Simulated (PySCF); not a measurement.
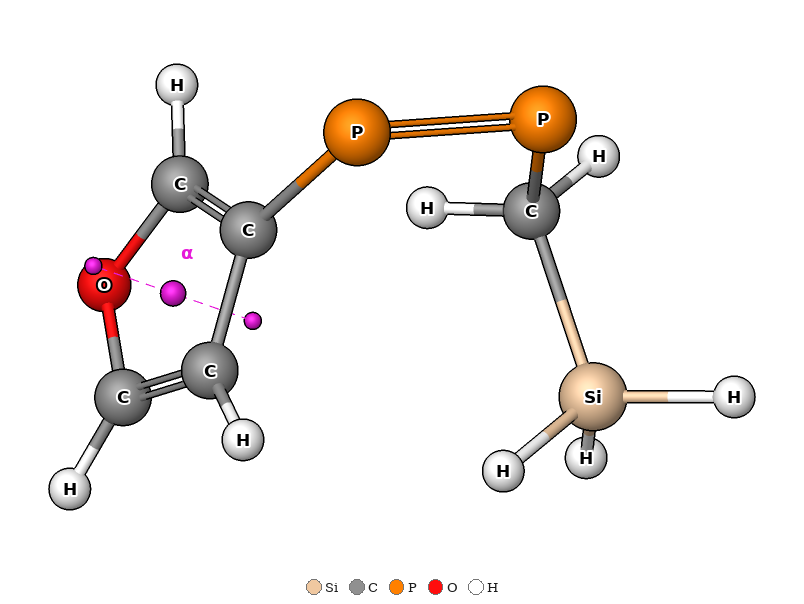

The small points mark where nucleus-independent chemical shifts (NICS) were computed: at the centre of each lettered ring and 1 Å above and below it. Computed geometry: GFN2-xTB optimisation. No frequency run is at hand to confirm it as a minimum. Method: GIAO PBE0/pcSseg-1 NMR shielding, non-relativistic, gas phase (PySCF 2.14.0).

Give NICS(0), NICS(1) and the out-of-plane component NICS(1)zz for each ring (means of the two sides).

```tsv
ring	members	NICS(0)	NICS(1)	NICS(1)zz
α	C4O	−10.9	−9.5	−27.6
```

Values in ppm.

### What do the values say about the ring currents?

Ring α: diatropic, as in an aromatic ring. NICS is one index among several.

The geometry is semi-empirical. Around P, Si such bond lengths and angles can be off by a tenth of an ångström or more and by several degrees, and values that hang on the shape move with them.
